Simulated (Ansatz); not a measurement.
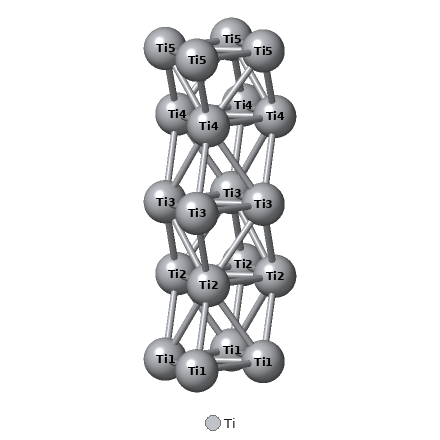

The system is H on a Ti(001) slab cut from the P6_3/mmc phase, its upper half relaxed before the scan (5 atoms of substrate and one adsorbate in a 1 × 1 cell); the picture shows it without the atoms that are moved over the map. 
- H is moved along a line over the surface and along the normal, above a rigid substrate.
- The first coordinate is: position of H6 along the long diagonal of the hexagonal surface cell, from above Ti5; the second: height of H6 above the plane of Ti5.
- The scan uses a 9 × 8 grid. At 13 points there is no value (left out of the scan, as a rule where atoms come close).
- Points are written as (first, second).
- All energies are given in eV relative to the lowest grid point.
- The electronic state followed may not be the lowest one.
- These are results of DFT PBE, scalar-relativistic, plane waves, PAW (Ansatz 0.2.0), not measurements. Settings: cutoff 420 eV, k-mesh 9×9×1, gaussian smearing 0.1 eV, spin-polarised.

Range: position of H6 along the long diagonal of the hexagonal surface cell from 0.00 to 4.52 Å; height of H6 above the plane of Ti5 from 0.43 to 3.67 Å.

**What will the energy surface look like?**

The lowest grid point is at (3.39 Å, 0.84 Å) [nearest 3 Ti at 1.89 Å]. The highest grid point, (0.00 Å, 3.67 Å) [nearest 1 Ti at 3.67 Å], lies 3.29 eV above the lowest.

| second ↓, first → | 0.00 | 0.57 | 1.13 | 1.70 | 2.26 | 2.83 | 3.39 | 3.96 | 4.52 |
| --- | --- | --- | --- | --- | --- | --- | --- | --- | --- |
| 3.67 | 3.29 | 3.29 | 3.29 | 3.29 | 3.29 | 3.29 | 3.29 | 3.29 | 3.29 |
| 2.97 | 3.00 | 2.99 | 2.96 | 2.95 | 2.96 | 2.96 | 2.96 | 2.97 | 2.99 |
| 2.47 | 2.53 | 2.46 | 2.32 | 2.27 | 2.31 | 2.32 | 2.30 | 2.35 | 2.46 |
| 2.07 | 1.97 | 1.77 | 1.53 | 1.45 | 1.50 | 1.52 | 1.47 | 1.55 | 1.79 |
| 1.66 | 1.78 | 1.31 | 0.77 | 0.61 | 0.70 | 0.72 | 0.63 | 0.80 | 1.33 |
| 1.25 | – | 2.35 | 0.52 | 0.04 | 0.23 | 0.24 | 0.05 | 0.55 | 2.39 |
| 0.84 | – | – | – | 0.01 | 0.43 | 0.42 | 0.00 | – | – |
| 0.43 | – | – | – | 0.48 | – | – | 0.44 | – | – |

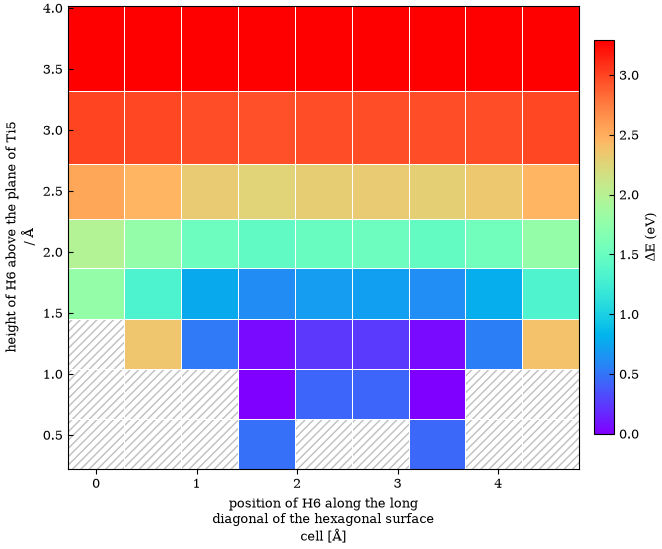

The picture shows one coloured cell a grid point, hatched blanks where no value was computed.

Time for the 59 points that were run: 66 min on 1 thread of Intel(R) Xeon(R) 6975P-C (Granite Rapids), on a shared host.

PAW datasets: the set soft_1.
